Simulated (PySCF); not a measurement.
## Run report: C$_{2}$H$_{5}$Si, energy and gradient calculation

C$_{2}$H$_{5}$Si, multiplicity 2, computed with B3LYP/6-31G*, UKS (PySCF 2.14.0).

The geometry comes from this level: PBE0-D4/def2-TZVP.

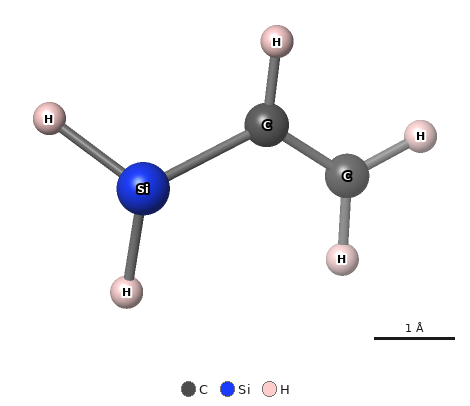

The input geometry (ball-and-stick view, seen at a tilt). Bond lengths as drawn: C–C 1.34 Å, C–H 1.09 Å, C–Si 1.84 Å and H–Si 1.49 Å.

### Results in brief

- outcome: converged
- total energy: −368.633104 hartree
- basis functions: 56
- largest force: 0.436 eV/Å
- ⟨S²⟩: 0.760
- dipole moment: 0.80 D
- hardware: 1 thread of Arm Neoverse V2, 24 GiB of memory available, shared host
- wall time: 23 s
- peak memory: 0.59 GiB

### Remarks

The record of the run, not the program, notes: logged alpha LUMO and gap are faulty.

### The input (input.py)
```python
from pyscf import gto, dft

system = gto.Mole()
system.atom = '''
C     -0.772142     1.757823    -1.658991
C     -0.675955     0.659325     0.617185
Si     1.675053    -1.726265     1.526143
H      0.503045     1.218684    -3.174551
H     -2.133501     3.228408    -2.100809
H     -1.996874     1.302399     2.058290
H      2.894116    -2.917926    -0.708836
H      0.680301    -3.630542     3.336123
'''
system.verbose = 4
system.basis = '6-31g*'
system.max_memory = 1860
system.charge = 0
system.spin = 1
system.unit = 'bohr'
system.build()

myscf = dft.UKS(system)
myscf.xc = 'b3lyp'
myscf.grids.level = 5
myscf.conv_tol = 1e-10
myscf.kernel()
if not myscf.converged:
    myscf = myscf.newton().run(myscf.mo_coeff, myscf.mo_occ)

etot = myscf.e_tot
print('E = %.10f Eh' % etot)
grad = myscf.nuc_grad_method().kernel()
dip = myscf.dip_moment()
pop, q = myscf.mulliken_pop()
```

Command:
```bash
OMP_NUM_THREADS=1 python input.py
```

### The program's output
```
PySCF version 2.14.0

[INPUT] num. atoms = 8
[INPUT] num. electrons = 31
[INPUT] charge = 0
[INPUT] spin (= nelec alpha-beta = 2S) = 1
[INPUT] symmetry False subgroup None
[INPUT] Mole.unit = bohr
[INPUT] Symbol           X                Y                Z      unit          X                Y                Z       unit  Magmom
[INPUT]  1 C     -0.408599949994   0.930199872431  -0.877900230321 AA   -0.772142000000   1.757823000000  -1.658991000000 Bohr   0.0
[INPUT]  2 C     -0.357699981607   0.348899764590   0.326600236922 AA   -0.675955000000   0.659325000000   0.617185000000 Bohr   0.0
[INPUT]  3 Si     0.886399874683  -0.913500098009   0.807600096205 AA    1.675053000000  -1.726265000000   1.526143000000 Bohr   0.0
[INPUT]  4 H      0.266199950067   0.644899800113  -1.679900044103 AA    0.503045000000   1.218684000000  -3.174551000000 Bohr   0.0
[INPUT]  5 H     -1.129000108675   1.708399941152  -1.111700247296 AA   -2.133501000000   3.228408000000  -2.100809000000 Bohr   0.0
[INPUT]  6 H     -1.056700213879   0.689199870325   1.089200161465 AA   -1.996874000000   1.302399000000   2.058290000000 Bohr   0.0
[INPUT]  7 H      1.531500232959  -1.544099942351  -0.375099857480 AA    2.894116000000  -2.917926000000  -0.708836000000 Bohr   0.0
[INPUT]  8 H      0.359999785766  -1.921200089688   1.765400264426 AA    0.680301000000  -3.630542000000   3.336123000000 Bohr   0.0

nuclear repulsion = 90.643207740961
number of shells = 30
number of NR pGTOs = 125
number of NR cGTOs = 56
basis = 6-31g*
ecp = {}

******** <class 'pyscf.dft.uks.UKS'> ********
method = UKS
initial guess = minao
damping factor = 0
level_shift factor = 0
DIIS = <class 'pyscf.scf.diis.CDIIS'>
diis_start_cycle = 1
diis_space = 8
diis_damp = 0
SCF conv_tol = 1e-10
SCF conv_tol_grad = None
SCF max_cycles = 50
direct_scf = True
direct_scf_tol = 1e-13
number electrons alpha = 16  beta = 15
XC library pyscf.dft.libxc version 7.0.0
    S. Lehtola, C. Steigemann, M. J.T. Oliveira, and M. A.L. Marques.,  SoftwareX 7, 1–5 (2018)
XC functionals = b3lyp
    P. J. Stephens, F. J. Devlin, C. F. Chabalowski, and M. J. Frisch.,  J. Phys. Chem. 98, 11623 (1994)
radial grids:
    Treutler-Ahlrichs [JCP 102, 346 (1995); DOI:10.1063/1.469408] (M4) radial grids

becke partition: Becke, JCP 88, 2547 (1988); DOI:10.1063/1.454033
pruning grids: <function nwchem_prune>
grids dens level: 5
symmetrized grids: False
atomic radii adjust function: <function treutler_atomic_radii_adjust>
small_rho_cutoff = 0
Set gradient conv threshold to 1e-05
tot grids = 247208
init E= -368.676433146318
  alpha nocc = 16  HOMO = -0.170441070087987  LUMO = -0.0706230463907422
  beta  nocc = 15  HOMO = -0.335658785489651  LUMO = -0.170441070087988

WARN: HOMO -0.170441070087987 >= LUMO -0.170441070087988

cycle= 1 E= -368.589920089499  delta_E= 0.0865  |g|= 0.258  |ddm|= 1.76
  alpha nocc = 16  HOMO = -0.165586411062178  LUMO = 0.0546767672206951
  beta  nocc = 15  HOMO = -0.202856117526276  LUMO = -0.0941075896733903
  HOMO = -0.165586411062  LUMO = -0.0941075896734  gap/eV = 1.94504
cycle= 2 E= -368.542425347032  delta_E= 0.0475  |g|= 0.372  |ddm|= 0.671
  alpha nocc = 16  HOMO = -0.186740951329926  LUMO = 0.0147092757745466
  beta  nocc = 15  HOMO = -0.281608280461337  LUMO = -0.0960837557819332
  HOMO = -0.18674095133  LUMO = -0.0960837557819  gap/eV = 2.46691
cycle= 3 E= -368.632456527703  delta_E= -0.09  |g|= 0.0215  |ddm|= 0.427
  alpha nocc = 16  HOMO = -0.195173536547104  LUMO = 0.014508734680986
  beta  nocc = 15  HOMO = -0.283538220490551  LUMO = -0.0964746150942668
  HOMO = -0.195173536547  LUMO = -0.0964746150943  gap/eV = 2.68573
cycle= 4 E= -368.632724720472  delta_E= -0.000268  |g|= 0.0239  |ddm|= 0.0655
  alpha nocc = 16  HOMO = -0.194647988985019  LUMO = 0.0146355898947133
  beta  nocc = 15  HOMO = -0.283253606515295  LUMO = -0.0941981629569284
  HOMO = -0.194647988985  LUMO = -0.0941981629569  gap/eV = 2.73338
cycle= 5 E= -368.633069500332  delta_E= -0.000345  |g|= 0.00552  |ddm|= 0.0242
  alpha nocc = 16  HOMO = -0.194165529390071  LUMO = 0.0146557836313868
  beta  nocc = 15  HOMO = -0.283770085083784  LUMO = -0.0925205267639524
  HOMO = -0.19416552939  LUMO = -0.092520526764  gap/eV = 2.76590
cycle= 6 E= -368.633098666209  delta_E= -2.92e-05  |g|= 0.0014  |ddm|= 0.00956
  alpha nocc = 16  HOMO = -0.194647972982278  LUMO = 0.0144621980971693
  beta  nocc = 15  HOMO = -0.284101734414151  LUMO = -0.0924334830781066
  HOMO = -0.194647972982  LUMO = -0.0924334830781  gap/eV = 2.78140
cycle= 7 E= -368.633102652378  delta_E= -3.99e-06  |g|= 0.000509  |ddm|= 0.00433
  alpha nocc = 16  HOMO = -0.194615801859112  LUMO = 0.0145339776582278
  beta  nocc = 15  HOMO = -0.284013691300032  LUMO = -0.092349000000806
  HOMO = -0.194615801859  LUMO = -0.0923490000008  gap/eV = 2.78282
cycle= 8 E= -368.633103222891  delta_E= -5.71e-07  |g|= 0.000222  |ddm|= 0.00123
  alpha nocc = 16  HOMO = -0.194652942667824  LUMO = 0.0145307798680174
  beta  nocc = 15  HOMO = -0.284028551425583  LUMO = -0.0923710628333474
  HOMO = -0.194652942668  LUMO = -0.0923710628333  gap/eV = 2.78323
cycle= 9 E= -368.633103484404  delta_E= -2.62e-07  |g|= 9.82e-05  |ddm|= 0.00116
  alpha nocc = 16  HOMO = -0.194641952912442  LUMO = 0.0145399803793329
  beta  nocc = 15  HOMO = -0.284028517002221  LUMO = -0.0923543869489087
  HOMO = -0.194641952912  LUMO = -0.0923543869489  gap/eV = 2.78339
cycle= 10 E= -368.63310352354  delta_E= -3.91e-08  |g|= 3.8e-05  |ddm|= 0.000484
  alpha nocc = 16  HOMO = -0.194648274428899  LUMO = 0.01453949734438
  beta  nocc = 15  HOMO = -0.284030371152771  LUMO = -0.0923579069555536
  HOMO = -0.194648274429  LUMO = -0.0923579069556  gap/eV = 2.78346
cycle= 11 E= -368.633103528956  delta_E= -5.42e-09  |g|= 1.32e-05  |ddm|= 0.000208
  alpha nocc = 16  HOMO = -0.194648058395011  LUMO = 0.0145427410097607
  beta  nocc = 15  HOMO = -0.28402668893319  LUMO = -0.0923559378324956
  HOMO = -0.194648058395  LUMO = -0.0923559378325  gap/eV = 2.78351
cycle= 12 E= -368.633103529083  delta_E= -1.26e-10  |g|= 9.42e-06  |ddm|= 2.47e-05
  alpha nocc = 16  HOMO = -0.194648353431  LUMO = 0.0145414103994672
  beta  nocc = 15  HOMO = -0.284028825934354  LUMO = -0.0923558419367407
  HOMO = -0.194648353431  LUMO = -0.0923558419367  gap/eV = 2.78352
cycle= 13 E= -368.633103529161  delta_E= -7.85e-11  |g|= 1.55e-06  |ddm|= 1.89e-05
  alpha nocc = 16  HOMO = -0.194648424528552  LUMO = 0.0145417784207944
  beta  nocc = 15  HOMO = -0.284028484523077  LUMO = -0.0923558343911193
  HOMO = -0.194648424529  LUMO = -0.0923558343911  gap/eV = 2.78352
```

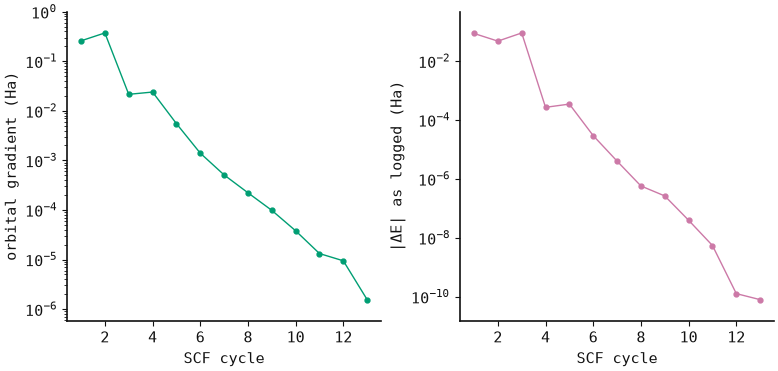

Convergence of the self-consistent field: orbital gradient and size of the energy change against the SCF cycle. The residual falls almost steadily, with no more than small rises.

```
Extra cycle  E= -368.633103529159  delta_E= 2.16e-12  |g|= 2.06e-06  |ddm|= 3.97e-06
converged SCF energy = -368.633103529159  <S^2> = 0.7603122  2S+1 = 2.0102858
E = -368.6331035292 Eh

******** <class 'pyscf.grad.uks.Gradients'> for <class 'pyscf.dft.uks.UKS'> ********
unit = Eh/Bohr
grid_response = False
--------------- UKS gradients ---------------
         x                y                z
0 C     0.0006781899    -0.0039777608     0.0074513991
1 C     0.0014811048     0.0025900923    -0.0069754877
2 Si    -0.0039213643     0.0017356030    -0.0026730734
3 H    -0.0006631328    -0.0002840249     0.0017370209
4 H     0.0010971673    -0.0014412880     0.0012210805
5 H     0.0011181855    -0.0007734927    -0.0012065365
6 H    -0.0001234861     0.0009529370     0.0007407411
7 H     0.0003336396     0.0011975511    -0.0002932833
----------------------------------------------
Dipole moment(X, Y, Z, Debye): -0.49864,  0.54424, -0.32070
 ** Mulliken pop       alpha | beta **
pop of  0 C 1s        0.99825 | 0.99822
pop of  0 C 2s        0.34923 | 0.34319
pop of  0 C 3s        0.29675 | 0.28024
pop of  0 C 2px       0.35189 | 0.29967
pop of  0 C 2py       0.35694 | 0.28575
pop of  0 C 2pz       0.37855 | 0.36620
pop of  0 C 3px       0.20110 | 0.15761
pop of  0 C 3py       0.19828 | 0.15468
pop of  0 C 3pz       0.13202 | 0.12149
pop of  0 C 3dxy      0.00283 | 0.00320
pop of  0 C 3dyz      0.00306 | 0.00321
pop of  0 C 3dz^2     0.00385 | 0.00403
pop of  0 C 3dxz      0.00496 | 0.00511
pop of  0 C 3dx2-y2    0.00085 | 0.00090
pop of  1 C 1s        0.99829 | 0.99829
pop of  1 C 2s        0.34387 | 0.34508
pop of  1 C 3s        0.28151 | 0.29118
pop of  1 C 2px       0.31270 | 0.33013
pop of  1 C 2py       0.32017 | 0.34470
pop of  1 C 2pz       0.36447 | 0.37196
pop of  1 C 3px       0.15058 | 0.17857
pop of  1 C 3py       0.15823 | 0.18181
pop of  1 C 3pz       0.11367 | 0.12759
pop of  1 C 3dxy      0.00157 | 0.00136
pop of  1 C 3dyz      0.00317 | 0.00297
pop of  1 C 3dz^2     0.00321 | 0.00256
pop of  1 C 3dxz      0.00514 | 0.00410
pop of  1 C 3dx2-y2    0.00159 | 0.00054
pop of  2 Si 1s        0.99985 | 0.99984
pop of  2 Si 2s        0.99835 | 0.99784
pop of  2 Si 3s        0.54681 | 0.48109
pop of  2 Si 4s        0.19525 | 0.11231
pop of  2 Si 2px       0.99450 | 0.99266
pop of  2 Si 2py       0.99411 | 0.99329
pop of  2 Si 2pz       0.99413 | 0.99328
pop of  2 Si 3px       0.41331 | 0.17965
pop of  2 Si 3py       0.36388 | 0.25425
pop of  2 Si 3pz       0.37380 | 0.26023
pop of  2 Si 4px       0.16684 | 0.03772
pop of  2 Si 4py       0.11343 | 0.04164
pop of  2 Si 4pz       0.12197 | 0.05240
pop of  2 Si 3dxy      0.01590 | 0.01642
pop of  2 Si 3dyz      0.01926 | 0.01999
pop of  2 Si 3dz^2     0.00710 | 0.00755
pop of  2 Si 3dxz      0.01211 | 0.01244
pop of  2 Si 3dx2-y2    0.00570 | 0.00642
pop of  3 H 1s        0.26298 | 0.26714
pop of  3 H 2s        0.15575 | 0.16340
pop of  4 H 1s        0.26280 | 0.26669
pop of  4 H 2s        0.15749 | 0.16437
pop of  5 H 1s        0.26407 | 0.26261
pop of  5 H 2s        0.16123 | 0.15835
pop of  6 H 1s        0.25558 | 0.24892
pop of  6 H 2s        0.27588 | 0.27924
pop of  7 H 1s        0.25510 | 0.24854
pop of  7 H 2s        0.27612 | 0.27741
In total            16.00000 | 15.00000
 ** Mulliken atomic charges   ( Nelec_alpha | Nelec_beta ) **
charge of  0C =     -0.30205  (     3.27855      3.02350 )
charge of  1C =     -0.23899  (     3.05816      3.18083 )
charge of  2Si =      0.20471  (     7.33628      6.45901 )
charge of  3H =      0.15073  (     0.41873      0.43054 )
charge of  4H =      0.14866  (     0.42029      0.43105 )
charge of  5H =      0.15373  (     0.42531      0.42096 )
charge of  6H =     -0.05962  (     0.53146      0.52816 )
charge of  7H =     -0.05717  (     0.53123      0.52595 )
```
